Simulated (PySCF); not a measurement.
## A study: C5H12, SMILES `CC(C)(C)C`

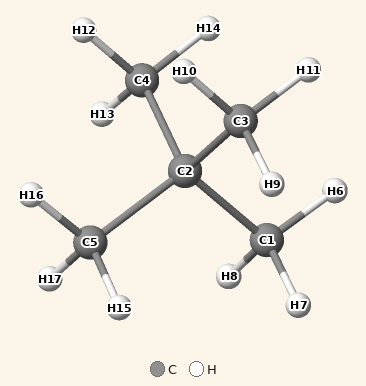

The molecule, with its atoms numbered as below. No frequency check shows the geometry to be a minimum.

Geometry (Å), atoms numbered from 1:

```
C1       1.0396   -0.9416   -0.6114
C2       0.0003    0.0001    0.0004
C3       0.6800    0.9198    1.0163
C4      -0.6364    0.8442   -1.1061
C5      -1.0832   -0.8222    0.7010
H6       1.8197   -0.3747   -1.1153
H7       1.5035   -1.5523    0.1593
H8       0.5744   -1.6051   -1.3377
H9       1.1393    0.3371    1.8122
H10     -0.0443    1.5984    1.4624
H11      1.4559    1.5129    0.5360
H12     -1.3800    1.5213   -0.6905
H13     -1.1269    0.2084   -1.8390
H14      0.1192    1.4370   -1.6175
H15     -0.6498   -1.4302    1.4925
H16     -1.8337   -0.1706    1.1417
H17     -1.5791   -1.4838   -0.0057
```

### 1. Bonding charge

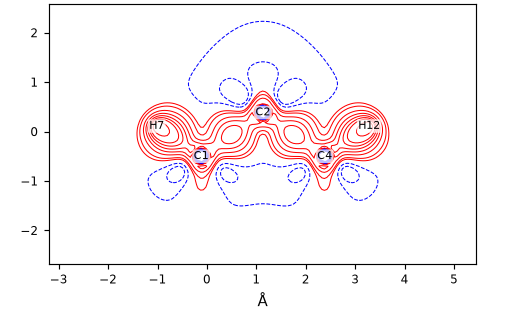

Deformation density (molecule less spherical, spin-averaged free atoms) in the plane of C1, C2, C4, H7 and H12; contours at ±0.05 to ±0.8 e/Å³; solid red lines: gain, dashed blue lines: loss.

PySCF calculation, PBE0/def2-TZVP, gas phase; geometry: GFN2-xTB.

Q: How much density has each bond in this plane gained at its critical point, relative to the free atoms?

A: C1–H7 and C4–H12: +0.70 e/Å³ at the bond critical point (bond length 1.09 Å, Mayer order 1.0). C1–C2 and C2–C4: +0.48 e/Å³ at the bond critical point (bond length 1.53 Å, Mayer order 1.0). In all, 3.5 electrons gather in the regions of gain relative to the promolecule.

Q: Where do the Hirshfeld charges lie?

A: The highest Hirshfeld charge is on H6, H7, H8, H9, H10, H11, H12, H13, H14, H15, H16 and H17 (+0.04 e), the lowest on C1, C3, C4 and C5 (−0.12 e).

### 2. Local ionisation energy

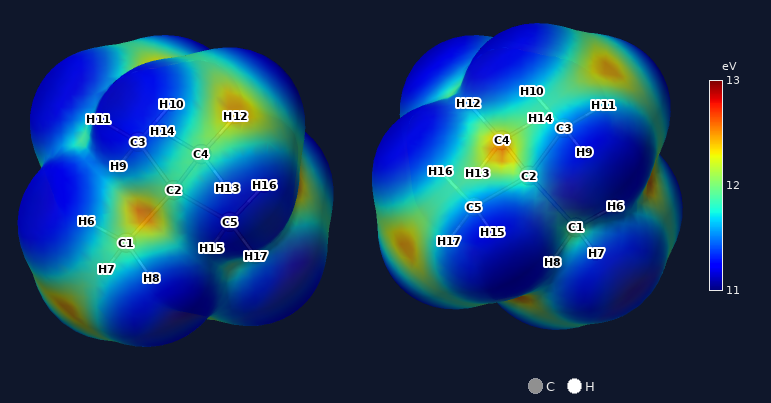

Average local ionisation energy on the surface of electron density 0.001 a.u. (back view left, front view right).

Q: Where are the most loosely bound electrons on this surface?

A: The lowest value is 11.2 eV, 1.4 Å from H12, and at like points elsewhere. For comparison, the highest occupied orbital lies at −9.0 eV.

### 3. In an electric field

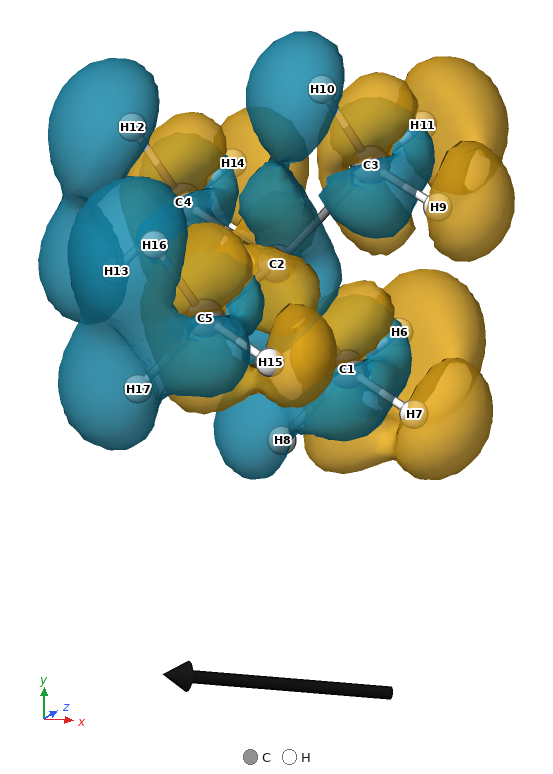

Change of the electron density in a uniform field of 0.21 V/Å along −x (arrow), surfaces at ±0.0015 e/Å³ (yellow: gain, teal: loss).

Method: PBE0/def2-TZVP; geometry: GFN2-xTB; program: PySCF. A basis without diffuse functions makes polarisabilities too small.

The field was applied in both directions; the picture shows the one opposite to the script's first.

Q: How large is the response?

A: The induced dipole is 0.64 D (along the field); α along this axis, from the fields in both directions, is 62 bohr³ (9.3 Å³).

The PySCF runs shown took 31 s and 82 s on 1 thread of Intel(R) Xeon(R) Platinum 8259CL CPU @ 2.50GHz (Skylake/Cascade Lake), on a shared host.
